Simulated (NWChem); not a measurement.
# TiH3 (SMILES [H][Ti]([H])[H]): UCR-CCSD(T)/6-31G(d)/def2-SVP (Cartesian functions)

What is the energy change on altering one bond length of TiH3 at UCR-CCSD(T)/6-31G*/def2-SVP (Cartesian functions)? 

The results are computed with NWChem 7.3.0.

## (1) The molecule

TiH3: 4 atoms, total charge 0, spin state doublet. As SMILES, `[H][Ti]([H])[H]`. Geometry: a GFN2-xTB relaxation, a rough one for these elements and not checked as a minimum.

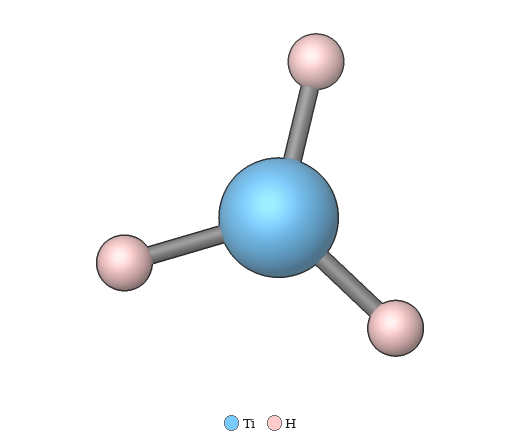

The structure, seen from a chosen angle (titanium blue, hydrogen pink).

## (2) The energy at UCR-CCSD(T)/6-31G(d)/def2-SVP (Cartesian functions)

mymol.nw

```
start mymol
title "H3Ti"
memory 2200 mb

geometry units angstrom noautosym nocenter noautoz
  Ti      -0.000130       0.000070       0.000140
  H        1.694600      -0.027980       0.012960
  H       -0.823130       1.481870      -0.017560
  H       -0.871350      -1.453960       0.004460
end

basis cartesian
  Ti library def2-SVP
  H library 6-31G*
end

scf
  doublet
  uhf
  maxiter 60
  print medium
end

tce
  scf
  cr-ccsd(t)
  freeze core 5
  maxiter 100
end

task tce energy
```

On the command line:

```sh
nwchem mymol.nw > mymol.out
```

Log:

```text
[...]
  functions       =    42
[...]
  wavefunction    = UHF
[...]
         Total SCF energy =   -849.965338120950
      One electron energy =  -1204.657940143915
      Two electron energy =    333.547468605307
 Nuclear repulsion energy =     21.145133417657
                       Sz =      0.5000
                 Sz(Sz+1) =      0.7500
                      S^2 =      0.7674
[...]
         Wavefunction type : Unrestricted Hartree-Fock
          No. of electrons :    25
[...]
         Spin multiplicity : doublet
[...]
 CCSD total energy / hartree       =      -850.264572640808183
[...]
 CR-CCSD[T] total energy / hartree       =      -850.273377650642715
[...]
 CR-CCSD(T) total energy / hartree       =      -850.272099021150666
[...]
```

Run time: 12 s. Hardware: 1 thread of Intel Xeon 6975P-C (Granite Rapids), shared host; peak memory 0.2 GiB.

## (3) The distorted shape at the same level

h3ti.nw

```
start h3ti
title "H3Ti"
memory total 2200 mb
charge 0
geometry units angstroms noautosym nocenter
   zmatrix
     Ti
     H 1 1.695011
     H 1 1.695104 2 119.99873
     H 1 2.118831 2 119.97848 3 179.97792
   end
end
basis "ao basis"
   * library 6-31G* except Ti
   Ti library def2-SVP
end
scf
   doublet
   uhf
   maxiter 60
end
tce
   scf
   cr-ccsd(t)
   freeze core 5
   maxiter 100
end
task tce
```

On the command line:

```sh
nwchem h3ti.nw > h3ti.out
```

Log:

```text
[...]
  functions       =    42
[...]
  wavefunction    = UHF
[...]
         Total SCF energy =   -849.951229689734
      One electron energy =  -1201.315733066785
      Two electron energy =    331.633708618662
 Nuclear repulsion energy =     19.730794758390
                       Sz =      0.5000
                 Sz(Sz+1) =      0.7500
                      S^2 =      0.7762
[...]
         Wavefunction type : Unrestricted Hartree-Fock
          No. of electrons :    25
[...]
         Spin multiplicity : doublet
[...]
 CCSD total energy / hartree       =      -850.248523387789078
[...]
 CR-CCSD[T] total energy / hartree       =      -850.258067883521790
[...]
 CR-CCSD(T) total energy / hartree       =      -850.256503270131020
[...]
```

Wall time 14 s (1 thread of Intel Xeon 6975P-C (Granite Rapids), shared host); peak memory 0.2 GiB.

## (4) Results

Level: UCR-CCSD(T)/6-31G*/def2-SVP (Cartesian functions), 5 core orbitals frozen.

```
                                                                   quantity          value
                                                  first shape: total energy  -850.27210 Eh
    first shape: HOMO energy (Hartree–Fock orbitals) (highest over α and β)      -11.15 eV
     first shape: LUMO energy (Hartree–Fock orbitals) (lowest over α and β)        1.51 eV
                   first shape: correlation energy (5 core orbitals frozen)     -306.8 mEh
                             first shape: ⟨S²⟩ of the reference determinant          0.767
                                              distorted shape: total energy  -850.25650 Eh
distorted shape: HOMO energy (Hartree–Fock orbitals) (highest over α and β)       -9.84 eV
 distorted shape: LUMO energy (Hartree–Fock orbitals) (lowest over α and β)        1.45 eV
               distorted shape: correlation energy (5 core orbitals frozen)     -305.3 mEh
                         distorted shape: ⟨S²⟩ of the reference determinant          0.776
         energy change with the Ti1–H4 bond stretched from 1.695 to 2.119 Å       0.424 eV
```

**Reading.** With the Ti1–H4 bond stretched from 1.695 to 2.119 Å the energy rises by 0.42 eV (40.9 kJ/mol). The first shape isn't relaxed at this level, so the change isn't measured from a minimum. Mulliken charges (first shape) run from -0.23 on H2 to +0.69 on Ti1; they depend strongly on the basis. Mulliken charges (distorted shape) run from -0.30 on H4 to +0.72 on Ti1; they depend strongly on the basis.
